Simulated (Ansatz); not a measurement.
**NaI under a change: Sr on a Na site, symmetric start**

The reference is a 16-atom supercell of NaI in the rock salt structure (space group Fm-3m, No. 225; a = 6.529 Å) at its relaxed geometry.

Perturbation: a neutral Sr on a Na site, symmetric start, atoms relaxed at fixed cell.

Method: Kohn–Sham DFT with the PBE functional, run in Ansatz (a quantum-chemistry and plane-wave program) with PAW and 420 eV plane waves, without spin-orbit coupling. Settings: 3×3×3 k-points, 0.01 eV Fermi–Dirac smearing.

The largest displacement of a host atom from its site in the perfect cell comes out as 0.03 Å and the mean distance from the defect site to its nearest host atoms increases by 0.03 Å (3.26 Å → 3.29 Å).

Final structure:

```
Na7SrI8
1.0
    0.00000     6.52904     6.52904
    6.52904     0.00000     6.52904
    6.52904     6.52904     0.00000
I Sr Na
8 1 7
Direct
  0.00000   0.00000   0.00000
  0.99789   0.99789   0.50211
  0.99789   0.50211   0.99789
  0.99789   0.50211   0.50211
  0.50211   0.99789   0.99789
  0.50211   0.99789   0.50211
  0.50211   0.50211   0.99789
  0.50000   0.50000   0.50000
  0.25000   0.25000   0.25000
  0.25000   0.25000   0.75000
  0.25000   0.75000   0.25000
  0.25000   0.75000   0.75000
  0.75000   0.25000   0.25000
  0.75000   0.25000   0.75000
  0.75000   0.75000   0.25000
  0.75000   0.75000   0.75000
```

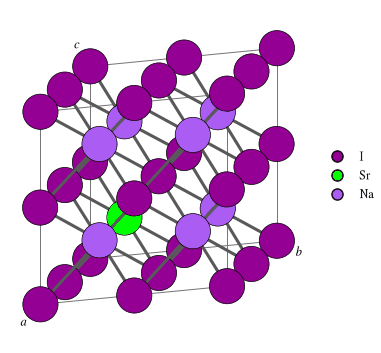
Figure. The relaxed cell after the change

The magnetic state is the one reached from the starting moments; the real material's order can differ, and small cells can't hold many antiferromagnetic ones. The cell is small, so the values are those of an ordered compound at a high defect concentration; dilute-limit values will differ. The defect started on the symmetric site and kept its symmetry, so it may sit on a saddle. Starting moments died away, wholly or in part, for Sr on a Na site; another magnetic solution may exist. The defect cell is spin-polarised and ends with 0.0 μB.
